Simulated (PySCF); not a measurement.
**C5H6BF2O: EPR calculation**

- system: C5H6BF2O, multiplicity 2
- method: UKS B3LYP, pcH-1 on B C F H O, non-relativistic, mean-field spin-orbit, GIAO (PySCF 2.14.0)

It belongs to a series of runs on one base structure; here: H removed from sp3 C.

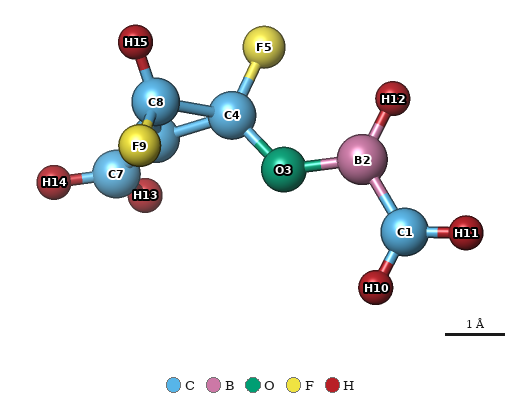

Fig. 1: The structure as given in the input (ball-and-stick view, seen at a tilt; atoms are numbered from 1 in the order of the input). Bond lengths as drawn: B–C 1.51 Å, B–H 1.18 Å, B–O 1.37 Å, C–C 1.31 to 1.53 Å, C–F 1.36 to 1.38 Å, C–H 1.08 to 1.09 Å and C–O 1.34 Å.

### Key numbers

```tsv
quantity	value
outcome	converged
total energy	−493.825618 hartree
⟨S²⟩	0.753
isotropic g	2.0029
hardware	1 CPU thread, shared host
wall time	77 s
peak memory	0.98 GiB
```

### Input file
```
{"job": {"kind": "epr", "basis": "pcH-1"}, "charge": 0, "multiplicity": 2}
C      3.151244     0.119918     0.282130
B      1.940146     0.289827    -0.602804
O      0.737120     0.067639     0.016153
C     -0.488258     0.177482    -0.513567
F     -0.526498     0.223665    -1.890619
C     -1.654433    -0.437877     0.155729
C     -2.259953    -1.520148     0.574080
C     -1.573432     1.033895     0.143723
F     -1.296288     1.707641     1.293026
H      3.072783    -0.170942     1.316461
H      4.159835     0.283086    -0.057171
H      2.000288     0.582630    -1.739728
H     -1.886938    -2.500924     0.328535
H     -3.155748    -1.465134     1.171908
H     -2.224282     1.617231    -0.499768
```

The first line tells a small driver script what to run in PySCF; the rest is the geometry in Å.

Command:
```bash
OMP_NUM_THREADS=1 python <driver script> task.json out
```

### The program's output
```
UKS, coarse grid
  cycle   1  E = -493.68036250  |g| = 6.47e-01
  cycle   2  E = -493.48506695  |g| = 1.03e+00
  cycle   3  E = -493.82154554  |g| = 9.06e-02
  cycle   4  E = -493.82396197  |g| = 5.97e-02
  cycle   5  E = -493.82554170  |g| = 1.49e-02
  cycle   6  E = -493.82564081  |g| = 5.69e-03
  cycle   7  E = -493.82565652  |g| = 2.35e-03
  cycle   8  E = -493.82566017  |g| = 1.04e-03
  cycle   9  E = -493.82565973  |g| = 4.62e-04
UKS, final grid
  cycle   1  E = -493.82561772  |g| = 6.44e-04
  cycle   2  E = -493.82561752  |g| = 1.03e-03
  cycle   3  E = -493.82561785  |g| = 8.56e-05
  cycle   4  E = -493.82561785  |g| = 1.93e-05
E = -493.82561785 Eh   <S^2> = 0.7530 (exact 0.7500)
g shifts (ppm)      1          2          3
  rmc          -141       -141       -141
  gc              5         34         35
  oz_so          15        803       1408
  total        -121        697       1303
hyperfine (MHz)  atom isotope    a_iso     a_fc   dipolar eigenvalues
    0   13C      58.48      58.48    -68.13    -67.50    135.63
    1   11B     -22.54     -22.54     -7.89     -0.46      8.35
    2   17O      -8.50      -8.50    -27.73     12.98     14.74
    3   13C      -6.72      -6.72     -1.00     -0.32      1.32
    4   19F      -1.44      -1.44     -3.10     -1.16      4.26
    5   13C       5.24       5.24     -1.04     -0.72      1.76
    6   13C       1.01       1.01     -0.33     -0.11      0.44
    7   13C       8.45       8.45     -1.49     -1.48      2.98
    8   19F       1.40       1.40     -3.89     -3.20      7.09
    9    1H     -52.07     -52.07    -32.49     -1.62     34.11
   10    1H     -52.63     -52.63    -32.99     -1.44     34.44
   11    1H      -6.86      -6.86     -6.05     -3.42      9.47
   12    1H       0.27       0.27     -0.61     -0.41      1.02
   13    1H       1.38       1.38     -0.41     -0.30      0.71
   14    1H       2.22       2.22     -1.01     -0.50      1.51
```

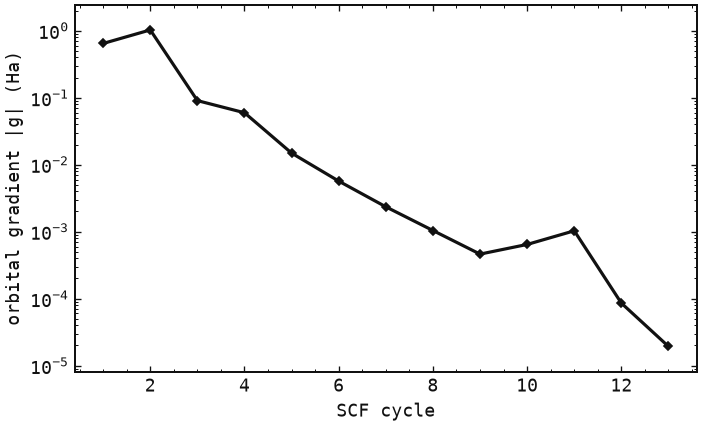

Fig. 2: Convergence of the self-consistent field: orbital gradient |g| against the SCF cycle. All cycles printed in the log are drawn one after another.

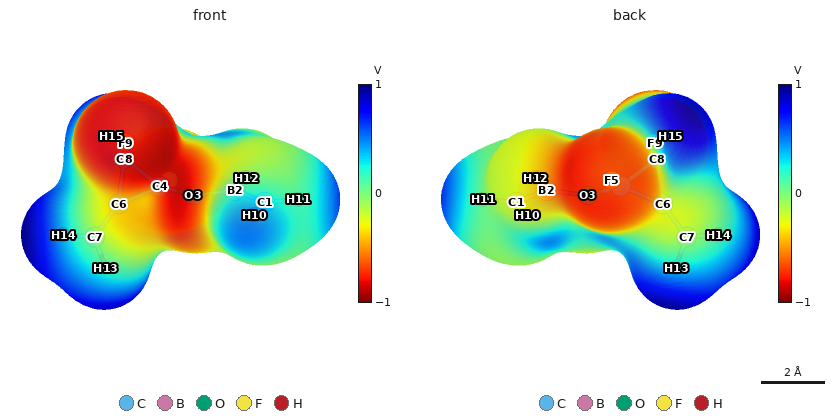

Fig. 3: The molecular electrostatic potential painted on the density surface at 0.001 e/bohr³, seen at a tilt and from behind; the colour scale runs from red (negative) to blue (positive).

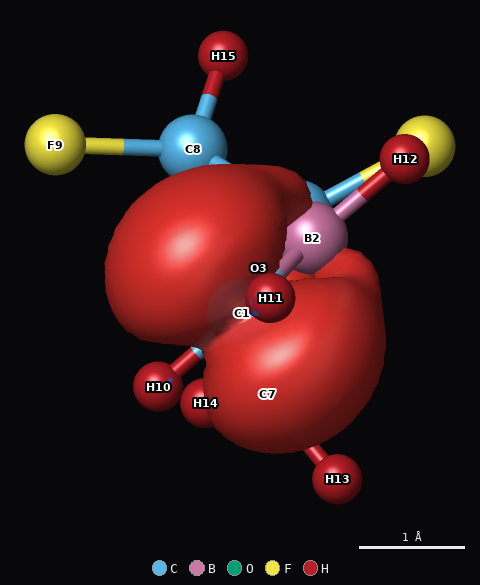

Fig. 4: Isosurfaces of the spin density (α minus β) at +0.03 (red) and −0.03 e/Å³ (blue), seen at an oblique angle. The unpaired spin (1 electron) lies mostly on C1 (about 0.7) and B2 (about 0.1), in electrons by Hirshfeld's partition.
